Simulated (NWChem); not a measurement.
# USVWN5/def2-TZVPP (core potential) run of CH3Te (SMILES C[Te])

What is the vertical ionisation energy of CH3Te at USVWN5/def2-TZVPP (core potential)? 

The results are computed with NWChem 7.3.0.

## (1) Starting point

CH3Te: 5 atoms, total charge 0, spin state doublet. As SMILES, `C[Te]`. The coordinates come from a PBE0-D4/def2-TZVP relaxation.

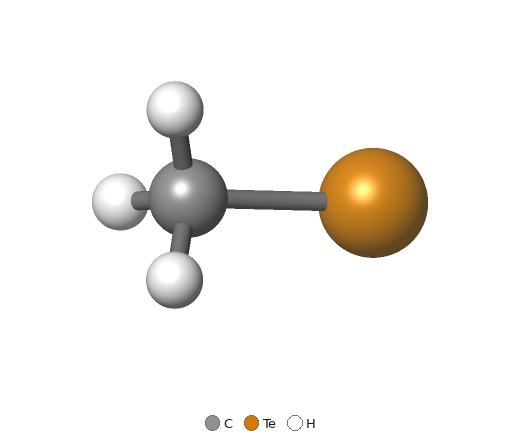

The structure, seen from a chosen angle (carbon grey, tellurium orange, hydrogen white).

## (2) A single-point energy at USVWN5/def2-TZVPP (core potential)

Contents of input.nw:

```
start input
title "CH3Te"
memory 2200 mb

geometry units angstroms noautosym nocenter noautoz
  C    -0.203900   -0.046100   -0.001400
  Te    1.912000    0.238200    0.073400
  H    -0.456800   -1.054800    0.316200
  H    -0.702500    0.699400    0.613500
  H    -0.498800    0.089500   -1.043200
end

basis spherical bse
  * library def2-TZVPP
end

ecp bse
  Te library def2-TZVPP
end

dft
  xc slater vwn_5
  mult 2
  grid fine
  convergence energy 1e-08
  maxiter 100
  mulliken
  noprint "final vectors analysis"
end

task dft energy
```

On the command line:

```bash
$ nwchem input.nw > input.out
```

Output:

```text
[...]
          Wavefunction type:  spin polarized.
          No. of atoms     :     5
          No. of electrons :    33
[...]
          Charge           :     0
          Spin multiplicity:     2
[...]
          AO basis - number of functions:   123
[...]
              XC Information
              --------------
                        Slater Exchange Functional  1.000 local
                      VWN V Correlation Functional  1.000 local
[...]
 d= 0,ls=0.0,diis     1   -307.1214092410 -3.67D+02  3.53D-03  1.20D-01     5.7
[...]
 d= 0,ls=0.5,diis    16   -307.1495254435 -6.32D-09  6.58D-07  1.47D-09    68.3
[...]
         Total DFT energy =     -307.149525446307
      One electron energy =     -638.220774545870
           Coulomb energy =      298.061716670466
    Exchange-Corr. energy =      -26.448897978161
 Nuclear repulsion energy =       59.458430407258
[...]
      Total Density - Mulliken Population Analysis
     ---------------------------------------------
    Atom       Charge   Shell Charges
 -----------   ------   -------------------------------------------------------
    1 C    6     6.57   0.84  1.13  0.52  0.66  0.15  1.34  1.41  0.48  0.01  0.04  0.00
    2 Te  24    24.00   0.29 -0.86  1.61  0.97  1.22  0.71 -0.51  6.45  1.19  2.01  0.84  8.96  1.02  0.07  0.00  0.01
    3 H    1     0.81   0.26  0.42  0.10  0.01  0.03  0.00
    4 H    1     0.81   0.26  0.42  0.10  0.01  0.03  0.00
    5 H    1     0.82   0.26  0.42  0.10  0.01  0.03  0.00
[...]
      <S2> =      0.7514 (Exact =     0.7500)
[...]
```

Run time: 73 s. Hardware: 1 thread of Intel Xeon Platinum 8488C (Sapphire Rapids), shared host; peak memory 0.13 GiB.

## (3) The singlet cation, same level

Contents of nw.nw:

```
start nw
title "CH3Te"
memory 2200 mb
charge 1
geometry units angstrom noautosym nocenter noautoz
   C    -0.203900   -0.046100   -0.001400
   Te    1.912000    0.238200    0.073400
   H    -0.456800   -1.054800    0.316200
   H    -0.702500    0.699400    0.613500
   H    -0.498800    0.089500   -1.043200
end
basis spherical bse
   * library def2-TZVPP
end
ecp bse
   Te library def2-TZVPP
end
dft
   xc slater vwn_5
   mult 1
   grid fine
   convergence energy 1e-08
   maxiter 100
   mulliken
   noprint "final vectors analysis"
end
task dft energy
```

On the command line:

```bash
$ nwchem nw.nw > nw.out
```

Output:

```text
[...]
          Wavefunction type:  closed shell.
          No. of atoms     :     5
          No. of electrons :    32
[...]
          Charge           :     1
          Spin multiplicity:     1
[...]
          AO basis - number of functions:   123
[...]
              XC Information
              --------------
                        Slater Exchange Functional  1.000 local
                      VWN V Correlation Functional  1.000 local
[...]
 d= 0,ls=0.0,diis     1   -306.7064039054 -3.66D+02  2.09D-02  1.83D+00     4.9
[...]
 d= 0,ls=0.5,diis    23   -306.7979167328 -9.78D-09  5.33D-07  2.85D-08    76.7
         Total DFT energy =     -306.797916739153
      One electron energy =     -629.193837750020
           Coulomb energy =      289.100089597977
    Exchange-Corr. energy =      -26.162598994368
 Nuclear repulsion energy =       59.458430407258
[...]
      Total Density - Mulliken Population Analysis
     ---------------------------------------------
    Atom       Charge   Shell Charges
 -----------   ------   -------------------------------------------------------
    1 C    6     6.47   0.84  1.13  0.52  0.67  0.13  1.33  1.40  0.41  0.01  0.03  0.00
    2 Te  24    23.25   0.29 -0.87  1.62  0.97  1.33  0.63 -0.50  6.44  1.09  1.79  0.37  8.97  1.02  0.07  0.00  0.01
    3 H    1     0.76   0.25  0.42  0.06  0.01  0.03  0.00
    4 H    1     0.76   0.25  0.42  0.06  0.01  0.03  0.00
    5 H    1     0.75   0.26  0.41  0.06  0.01  0.03  0.00
[...]
```

Run time: 81 s. Hardware: 1 thread of Intel Xeon Platinum 8488C (Sapphire Rapids), shared host; peak memory 0.13 GiB.

## (4) What came out

At USVWN5/def2-TZVPP (core potential):

| quantity | value |
| --- | --- |
| doublet CH3Te: total energy | -307.14953 Eh |
| doublet CH3Te: dipole moment | 1.31 D |
| doublet CH3Te: ⟨S²⟩ | 0.751 |
| singlet cation: total energy | -306.79792 Eh |
| vertical ionisation energy (to the singlet cation) | 9.568 eV |

In words: The vertical ionisation energy comes to 9.57 eV (221 kcal/mol). Only the singlet of the ionised species was computed; a triplet could lie lower. Mulliken charges (doublet CH3Te) run from -0.57 on C1 to +0.19 on H3; they depend strongly on the basis.
